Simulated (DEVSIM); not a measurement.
Device: abrupt Si n-p junction, at 400 K.

```csv
layer (left to right),material,thickness (μm),Nd (cm⁻³),Na (cm⁻³),τn (s),τp (s)
1,Si,1.10,1.6e15,-,1.6e-5,1.6e-5
2,Si,25.0,-,5.6e17,1.6e-5,1.6e-5
```

Left contact: ohmic. Right contact: ohmic. Voltage is applied to the left contact. Recombination: SRH at mid-gap, radiative. Mobility is constant in doping.

Constants are typed, rounded textbook-type inputs, not results; the design itself was drawn at random and stands for no fabricated device. Values at 300 K; Nc and Nv go as T^1.5, mobilities as T to minus their exponent, the gap by Varshni's rule with the affinity fixed.

```
parameter               Si
----------------  --------
gap (eV)             1.124
affinity (eV)         4.05
permittivity          11.7
Nc (cm⁻³)          2.86e19
Nv (cm⁻³)           3.1e19
μn (cm²/Vs)           1417
μp (cm²/Vs)            470
T exponent of μn       2.3
T exponent of μp       2.2
B (cm³/s)          4.7e-15
Varshni α (eV/K)  0.000473
Varshni β (K)          636
```

Model (solved in DEVSIM): 1D drift-diffusion, Boltzmann statistics, complete ionisation; no tunnelling, impact ionisation, image-force lowering or self-heating.

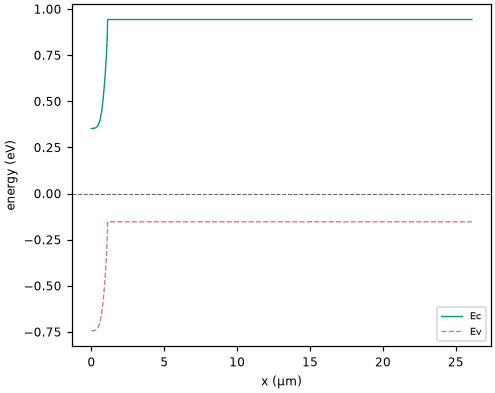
Figure. Band edges at zero bias

Energies count from the Fermi level of the right contact; mesh points crowd at the junctions.

| x (μm) | Ec (eV) | Ev (eV) | n (cm⁻³) | p (cm⁻³) | field (V/cm) |
|---|---|---|---|---|---|
| 0.000 | 0.352 | -0.744 | 1.6e15 | 2.0e10 | 63 |
| 0.02971 | 0.353 | -0.744 | 1.6e15 | 2.0e10 | 65 |
| 0.09928 | 0.353 | -0.743 | 1.6e15 | 2.1e10 | 86 |
| 0.2463 | 0.355 | -0.741 | 1.5e15 | 2.2e10 | 250 |
| 0.7042 | 0.445 | -0.651 | 1.1e14 | 3.0e11 | 5500 |
| 0.9322 | 0.633 | -0.463 | 4.6e11 | 7.0e13 | 11000 |
| 1.037 | 0.766 | -0.331 | 1.0e10 | 3.2e15 | 15000 |
| 1.095 | 0.888 | -0.208 | 2.8e8 | 1.1e17 | 38000 |
| 1.120 | 0.942 | -0.155 | 6.0e7 | 5.3e17 | 2700 |
| 1.180 | 0.943 | -0.153 | 5.8e7 | 5.6e17 | ≈ 0 |
| 1.311 | 0.943 | -0.153 | 5.8e7 | 5.6e17 | ≈ 0 |
| 1.783 | 0.943 | -0.153 | 5.8e7 | 5.6e17 | ≈ 0 |
| 2.740 | 0.943 | -0.153 | 5.8e7 | 5.6e17 | ≈ 0 |
| 4.835 | 0.943 | -0.153 | 5.8e7 | 5.6e17 | ≈ 0 |
| 12.37 | 0.943 | -0.153 | 5.8e7 | 5.6e17 | ≈ 0 |
| 20.11 | 0.943 | -0.153 | 5.8e7 | 5.6e17 | ≈ 0 |
| 23.46 | 0.943 | -0.153 | 5.8e7 | 5.6e17 | ≈ 0 |
| 24.99 | 0.943 | -0.153 | 5.8e7 | 5.6e17 | ≈ 0 |
| 25.75 | 0.943 | -0.153 | 5.8e7 | 5.6e17 | ≈ 0 |
| 25.96 | 0.943 | -0.153 | 5.8e7 | 5.6e17 | ≈ 0 |
| 26.05 | 0.943 | -0.153 | 5.8e7 | 5.6e17 | ≈ 0 |
| 26.10 | 0.943 | -0.153 | 5.8e7 | 5.6e17 | ≈ 0 |
